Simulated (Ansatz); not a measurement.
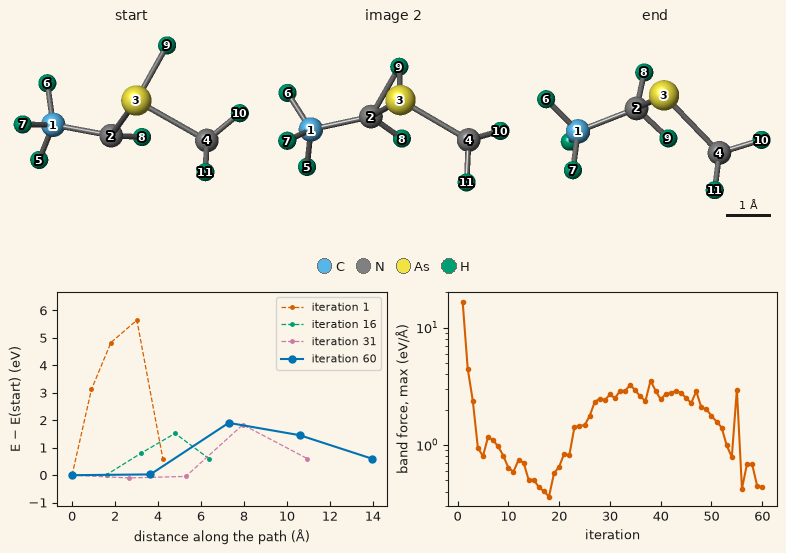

A search for the minimum-energy path of CH₇AsN₂ by the nudged elastic band. Images are numbered from 0 (start) to 4 (end). The plot follows the band through its iterations. Style: ball-and-stick. Shown at a tilt.

Level of theory: RKS r2SCAN-D4/def2-SVP in Ansatz. Run with 3 movable images; climbing image; force threshold 0.05 eV/Å; iteration limit 60; starting path through a guess of the saddle point.

> Judge this run.

The result isn't final. The band hadn't converged when the run stopped after 60 iterations. The largest component of the band force went from 17 to 0.44 eV/Å. The barrier read from it is provisional: over the last two iterations the highest image moved from 1.92 eV to 1.91 eV. So few images resolve the path coarsely. The first iteration put the highest image at 5.65 eV. The highest point, image 2, lies 1.91 eV above the start and 1.30 eV above the end; the end is at +0.61 eV relative to the start.
